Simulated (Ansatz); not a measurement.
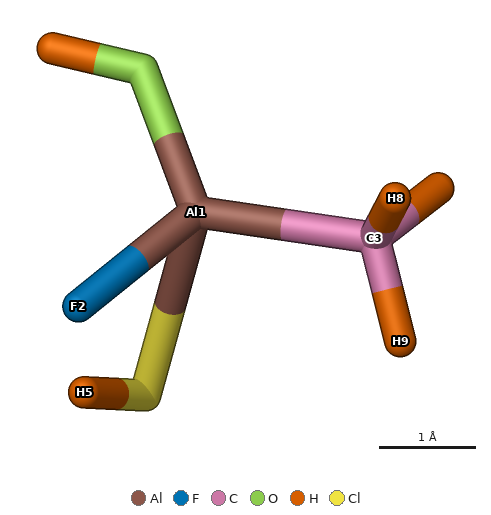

The structure as given in the input (stick view, seen at a tilt; atoms are numbered from 1 in the order of the input). Sticks mark near contacts.

# Nudged elastic band of CH$_{5}$AlClFO

The run: nudged elastic band of CH$_{5}$AlClFO. Method and program: RKS PBE-D4/def2-SVP (Ansatz 0.2.0).

One setting was made poor on purpose. It belongs to a series of runs on one base structure; here: band between the two ends. Figures and captions count atoms from 1; the log counts them from 0 in places.

**Input**
```yaml
crystal:
  periodic: [false, false, false]
  atoms:
    - { symbol: Al, position_ang: [-0.256623, -0.129502, -0.368137] }
    - { symbol: F, position_ang: [0.524247, 0.570753, -1.770045] }
    - { symbol: C, position_ang: [0.844174, -0.835871, 1.061966] }
    - { symbol: O, position_ang: [-1.87079, -0.656353, -0.606455] }
    - { symbol: H, position_ang: [0.267328, 1.972363, -1.063445] }
    - { symbol: Cl, position_ang: [-0.306414, 2.471844, 0.061453] }
    - { symbol: H, position_ang: [0.232917, -1.029821, 1.96693] }
    - { symbol: H, position_ang: [1.31031, -1.797348, 0.761396] }
    - { symbol: H, position_ang: [1.659499, -0.137728, 1.338928] }
    - { symbol: H, position_ang: [-2.404748, -0.428337, -1.382592] }
basis:
  gaussian: { orbitals: def2-SVP }
hamiltonian:
  xc: pbe
  dispersion: d4
neb:
  order_check: false
  images: 3
  f_tol: 0.03
  max_iterations: 60
  climbing: false
  final_atoms:
    - { symbol: Al, position_ang: [-0.38468645, 0.08211734, -0.13215533] }
    - { symbol: F, position_ang: [0.72440824, 0.81313177, -1.65868946] }
    - { symbol: C, position_ang: [0.83905958, -0.81309871, 1.07578614] }
    - { symbol: O, position_ang: [-1.71380308, -0.74937685, -0.82759262] }
    - { symbol: H, position_ang: [0.43430546, 1.71101629, -1.32054297] }
    - { symbol: Cl, position_ang: [-0.68240676, 2.28885116, 0.13284347] }
    - { symbol: H, position_ang: [0.38893532, -0.89196368, 2.08742152] }
    - { symbol: H, position_ang: [1.05465171, -1.84452749, 0.72848236] }
    - { symbol: H, position_ang: [1.80275213, -0.27518352, 1.18103445] }
    - { symbol: H, position_ang: [-2.46331615, -0.32096631, -1.26658855] }
  initial_path:
    images:
      - { positions_ang: [[-0.256623, -0.129502, -0.368137], [0.524247, 0.570753, -1.770045], [0.844174, -0.835871, 1.061966], [-1.87079, -0.656353, -0.606455], [0.267328, 1.972363, -1.063445], [-0.306414, 2.471844, 0.061453], [0.232917, -1.029821, 1.96693], [1.31031, -1.797348, 0.761396], [1.659499, -0.137728, 1.338928], [-2.404748, -0.428337, -1.382592]] }
      - { positions_ang: [[-0.30772213, -0.07955357, -0.28838299], [0.63463909, 0.70853455, -1.77664896], [0.84653943, -0.85391103, 1.08227859], [-1.81974166, -0.57497341, -0.74694445], [0.30113744, 1.88869758, -1.12837958], [-0.39880122, 2.50790159, 0.11158541], [0.31608663, -0.96830119, 2.0313242], [1.21022592, -1.84548654, 0.79530586], [1.71745329, -0.2193554, 1.26005152], [-2.49991678, -0.56355256, -1.34019059]] }
      - { positions_ang: [[-0.35882125, -0.02960515, -0.20862899], [0.74503117, 0.84631609, -1.78325292], [0.84890486, -0.87195107, 1.10259117], [-1.76869332, -0.49359382, -0.88743389], [0.33494689, 1.80503216, -1.19331416], [-0.49118845, 2.54395917, 0.16171781], [0.39925625, -0.90678139, 2.09571841], [1.11014184, -1.89362509, 0.82921571], [1.77540758, -0.3009828, 1.18117504], [-2.59508557, -0.69876812, -1.29778919]] }
      - { positions_ang: [[-0.37175385, 0.0262561, -0.17039216], [0.73471971, 0.82972393, -1.72097119], [0.84398222, -0.84252489, 1.08918865], [-1.7412482, -0.62148533, -0.85751326], [0.38462617, 1.75802422, -1.25692856], [-0.5867976, 2.41640517, 0.14728064], [0.39409578, -0.89937253, 2.09156997], [1.08239678, -1.86907629, 0.77884904], [1.78907986, -0.28808316, 1.18110474], [-2.52920086, -0.50986722, -1.28218887]] }
      - { positions_ang: [[-0.38468645, 0.08211734, -0.13215533], [0.72440824, 0.81313177, -1.65868946], [0.83905958, -0.81309871, 1.07578614], [-1.71380308, -0.74937685, -0.82759262], [0.43430546, 1.71101629, -1.32054297], [-0.68240676, 2.28885116, 0.13284347], [0.38893532, -0.89196368, 2.08742152], [1.05465171, -1.84452749, 0.72848236], [1.80275213, -0.27518352, 1.18103445], [-2.46331615, -0.32096631, -1.26658855]] }
```

Hardware: 2 threads of Intel Xeon (Sapphire Rapids), 16 GiB of memory available, shared host.

Run as:
```bash
ansatz run input.yaml --threads 2 --pin off --max-ram 3072MiB --backend cpu --events-out ev --progress --plain --runs-dir out
```

**What the program printed**
```
Engine: ansatz 0.2.0, x86_64-unknown-linux-gnu
Functional definition: PBE
  parameter kappa = 0.804
  parameter beta = 0.06672455060314922
  exchange = pbe_x(kappa = kappa, mu = beta*pi^2/3)
  correlation = pbe_c(beta = beta)
1127 factors; their error is unknown
mean field evaluation 1: about -24965.8582 eV, gradient 8.5e1 eV
mean field evaluation 2: about -24907.3830 eV, gradient 1.8e2 eV
mean field evaluation 4: about -24980.0290 eV, gradient 1.4e1 eV
mean field evaluation 8: about -24980.4420 eV, gradient 9.2e-2 eV
mean field evaluation 16: about -24980.3859 eV, gradient 3.0e-5 eV
mean field -24980.38590033 eV, -918.0122495233 hartree, gradient 3.0e-5 eV, S^2 0.000000; 0 other end points of the search recorded, 0 dependent functions left out
the calculation of the forces begins
reference -24980.38593962 eV, -918.0122509672 hartree; 29, 29 occupied and 74, 74 virtual orbitals, 1127 factors
1127 factors; their error is unknown
mean field evaluation 32: about -24980.4570 eV, gradient 1.6e-3 eV
mean field -24980.45695657 eV, -918.0148607922 hartree, gradient 7.1e-5 eV, S^2 0.000000; 0 other end points of the search recorded, 0 dependent functions left out
[... from here on the field's lines of each further geometry are left out, up to the last ...]
NEB iter   1: max|band force component| = 3.633e0 eV/Å  barrier→ = 0.6561 eV  barrier← = 0.7296 eV  Δτ_max = 0.2000 Å  (137 SCF iters)
NEB iter   2: max|band force component| = 1.264e0 eV/Å  barrier→ = 0.1993 eV  barrier← = 0.2729 eV  Δτ_max = 0.2000 Å  (86 SCF iters)
NEB iter   3: max|band force component| = 8.106e-1 eV/Å  barrier→ = 0.1344 eV  barrier← = 0.2080 eV  Δτ_max = 0.0729 Å  (83 SCF iters)
NEB iter   4: max|band force component| = 2.197e-1 eV/Å  barrier→ = 0.0848 eV  barrier← = 0.1584 eV  Δτ_max = 0.1018 Å  (88 SCF iters)
NEB iter   5: max|band force component| = 3.139e-1 eV/Å  barrier→ = 0.0778 eV  barrier← = 0.1513 eV  Δτ_max = 0.0520 Å  (88 SCF iters)
NEB iter   6: max|band force component| = 2.735e-1 eV/Å  barrier→ = 0.0645 eV  barrier← = 0.1380 eV  Δτ_max = 0.0517 Å  (87 SCF iters)
NEB iter   7: max|band force component| = 2.785e-1 eV/Å  barrier→ = 0.0569 eV  barrier← = 0.1305 eV  Δτ_max = 0.0516 Å  (87 SCF iters)
NEB iter   8: max|band force component| = 2.951e-1 eV/Å  barrier→ = 0.0353 eV  barrier← = 0.1089 eV  Δτ_max = 0.1025 Å  (88 SCF iters)
NEB iter   9: max|band force component| = 4.303e-1 eV/Å  barrier→ = 0.0328 eV  barrier← = 0.1064 eV  Δτ_max = 0.0935 Å  (87 SCF iters)
NEB iter  10: max|band force component| = 2.789e-1 eV/Å  barrier→ = 0.0182 eV  barrier← = 0.0917 eV  Δτ_max = 0.1037 Å  (88 SCF iters)
NEB iter  11: max|band force component| = 4.220e-1 eV/Å  barrier→ = 0.0181 eV  barrier← = 0.0917 eV  Δτ_max = 0.0512 Å  (85 SCF iters)
NEB iter  12: max|band force component| = 4.172e-1 eV/Å  barrier→ = 0.0182 eV  barrier← = 0.0918 eV  Δτ_max = 0.0436 Å  (89 SCF iters)
NEB iter  13: max|band force component| = 7.990e-2 eV/Å  barrier→ = 0.0182 eV  barrier← = 0.0918 eV  Δτ_max = 0.0186 Å  (90 SCF iters)
NEB iter  14: max|band force component| = 3.401e-2 eV/Å  barrier→ = 0.0181 eV  barrier← = 0.0916 eV  Δτ_max = 0.0115 Å  (92 SCF iters)
the calculation of the forces begins
reference -24980.45658769 eV, -918.0148472361 hartree; 29, 29 occupied and 74, 74 virtual orbitals, 1127 factors
1127 factors; their error is unknown
mean field -24980.36581329 eV, -918.0115113384 hartree, gradient 7.3e-6 eV, S^2 0.000000; 1 other end points of the search recorded, 0 dependent functions left out
the calculation of the forces begins
reference -24980.36585207 eV, -918.0115127635 hartree; 29, 29 occupied and 74, 74 virtual orbitals, 1127 factors
NEB iter  15: max|band force component| = 2.296e-2 eV/Å  barrier→ = 0.0179 eV  barrier← = 0.0915 eV  Δτ_max = 0.0000 Å  (178 SCF iters)
```

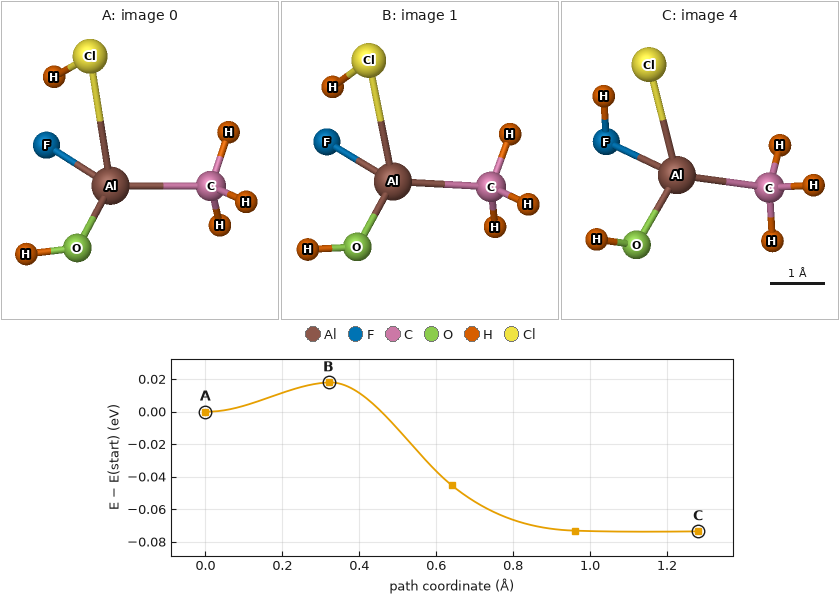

Images of the last band (counted from 0; ball-and-stick, seen at a tilt) above the energy along the path; the line is a cubic interpolation that uses the forces. The highest image is number 1, 0.018 eV above the start and 0.092 eV above the end; the end lies 0.074 eV below the start. The path is 1.28 Å long. The band converged in 15 iterations.

```
Total energy: -24980.55741102 eV, -918.0185524250 hartree
Atom 0 at    -0.290286    -0.029447    -0.277368 Å, force     0.003520     0.001213    -0.006292 eV/Å
Atom 1 at     0.565946     0.661765    -1.729219 Å, force     0.004178    -0.008489    -0.000080 eV/Å
Atom 2 at     0.844912    -0.823961     1.076164 Å, force    -0.001657     0.001536     0.000445 eV/Å
Atom 3 at    -1.838209    -0.660613    -0.643719 Å, force    -0.005739    -0.009837     0.006016 eV/Å
Atom 4 at     0.287207     1.793478    -1.155463 Å, force    -0.000424     0.009477     0.003901 eV/Å
Atom 5 at    -0.368356     2.404124     0.016352 Å, force    -0.002847     0.003960     0.000510 eV/Å
Atom 6 at     0.253926    -1.084928     1.977856 Å, force    -0.000178     0.002570     0.000408 eV/Å
Atom 7 at     1.307722    -1.760247     0.700283 Å, force     0.001094    -0.002399    -0.000295 eV/Å
Atom 8 at     1.661586    -0.141959     1.387261 Å, force     0.000573    -0.002535    -0.002344 eV/Å
Atom 9 at    -2.424548    -0.358214    -1.352148 Å, force     0.001480     0.004504    -0.002270 eV/Å
Dipole moment:     0.008873     0.108998    -0.124906 e Å
this run last wrote the band of iteration 15 to [file]
```

**The last band as extended XYZ (Å, eV, eV/Å)**
```
10
Properties=species:S:1:pos:R:3:forces:R:3 image=0 energy=-24980.57532
Al   -0.2566   -0.1295   -0.3681   -0.0211   0.0005   0.0031
F     0.5242    0.5708   -1.7700    0.0050  -0.0090  -0.0058
C     0.8442   -0.8359    1.0620   -0.0044   0.0144   0.0067
O    -1.8708   -0.6564   -0.6065    0.0147   0.0034  -0.0141
H     0.2673    1.9724   -1.0634    0.0012  -0.0020  -0.0081
Cl   -0.3064    2.4718    0.0615   -0.0024   0.0009   0.0146
H     0.2329   -1.0298    1.9669    0.0038  -0.0011  -0.0020
H     1.3103   -1.7973    0.7614   -0.0013  -0.0054  -0.0037
H     1.6595   -0.1377    1.3389   -0.0004  -0.0011  -0.0027
H    -2.4047   -0.4283   -1.3826    0.0049  -0.0006   0.0119
10
Properties=species:S:1:pos:R:3:forces:R:3 image=1 energy=-24980.55737
Al   -0.2903   -0.0294   -0.2774    0.0035   0.0012  -0.0063
F     0.5659    0.6618   -1.7292    0.0042  -0.0085  -0.0001
C     0.8449   -0.8240    1.0762   -0.0017   0.0015   0.0004
O    -1.8382   -0.6606   -0.6437   -0.0057  -0.0098   0.0060
H     0.2872    1.7935   -1.1555   -0.0004   0.0095   0.0039
Cl   -0.3684    2.4041    0.0164   -0.0028   0.0040   0.0005
H     0.2539   -1.0849    1.9779   -0.0002   0.0026   0.0004
H     1.3077   -1.7602    0.7003    0.0011  -0.0024  -0.0003
H     1.6616   -0.1420    1.3873    0.0006  -0.0025  -0.0023
H    -2.4245   -0.3582   -1.3521    0.0015   0.0045  -0.0023
10
Properties=species:S:1:pos:R:3:forces:R:3 image=2 energy=-24980.62055
Al   -0.3516    0.0622   -0.1683   -0.0221   0.0742   0.0878
F     0.6078    0.7416   -1.7327    0.0177   0.0646  -0.0049
C     0.8451   -0.8156    1.0788   -0.0165   0.0131   0.0064
O    -1.8004   -0.6852   -0.6883    0.0141  -0.0293  -0.0323
H     0.3708    1.6782   -1.3095    0.0786  -0.0904  -0.1057
Cl   -0.4591    2.3426    0.0862   -0.0705  -0.0475   0.0434
H     0.2766   -1.0918    1.9917    0.0189  -0.0053   0.0065
H     1.2823   -1.7482    0.6676   -0.0162   0.0009  -0.0252
H     1.6759   -0.1510    1.3899    0.0095  -0.0057   0.0032
H    -2.4474   -0.3327   -1.3155   -0.0135   0.0254   0.0209
10
Properties=species:S:1:pos:R:3:forces:R:3 image=3 energy=-24980.64847
Al   -0.3856    0.0905   -0.1244    0.0047   0.0064  -0.0012
F     0.7076    0.7650   -1.6883   -0.0009  -0.0123   0.0046
C     0.8395   -0.8084    1.0797   -0.0059   0.0013   0.0029
O    -1.7455   -0.7246   -0.7755   -0.0011  -0.0139  -0.0051
H     0.4438    1.6754   -1.3618    0.0049   0.0135   0.0036
Cl   -0.6226    2.3094    0.1035   -0.0065  -0.0032  -0.0051
H     0.3310   -1.0393    2.0390    0.0028   0.0011  -0.0006
H     1.1848   -1.7714    0.6502   -0.0008  -0.0022  -0.0023
H     1.7322   -0.1942    1.3135    0.0036   0.0000  -0.0024
H    -2.4853   -0.3024   -1.2359   -0.0007   0.0095   0.0056
10
Properties=species:S:1:pos:R:3:forces:R:3 image=4 energy=-24980.64889
Al   -0.3847    0.0821   -0.1322   -0.0004  -0.0023  -0.0052
F     0.7244    0.8131   -1.6587    0.0008  -0.0028  -0.0004
C     0.8391   -0.8131    1.0758   -0.0042  -0.0002   0.0051
O    -1.7138   -0.7494   -0.8276    0.0002   0.0009   0.0005
H     0.4343    1.7110   -1.3205    0.0004   0.0027  -0.0007
Cl   -0.6824    2.2889    0.1328   -0.0004   0.0004   0.0010
H     0.3889   -0.8920    2.0874    0.0023  -0.0014  -0.0010
H     1.0547   -1.8445    0.7285    0.0007  -0.0003  -0.0021
H     1.8028   -0.2752    1.1810    0.0000   0.0025   0.0008
H    -2.4633   -0.3210   -1.2666    0.0006   0.0006   0.0021
```

**Summary**

| quantity | value |
| --- | --- |
| outcome | converged |
| barrier, forward | 0.018 eV |
| barrier, backward | 0.091 eV |
| wall time | 52 s (CPU time 99 s) |
| peak memory | 0.16 GiB |

**Remarks**

A deliberately poor setting: few images. The order of the saddle point was not checked.
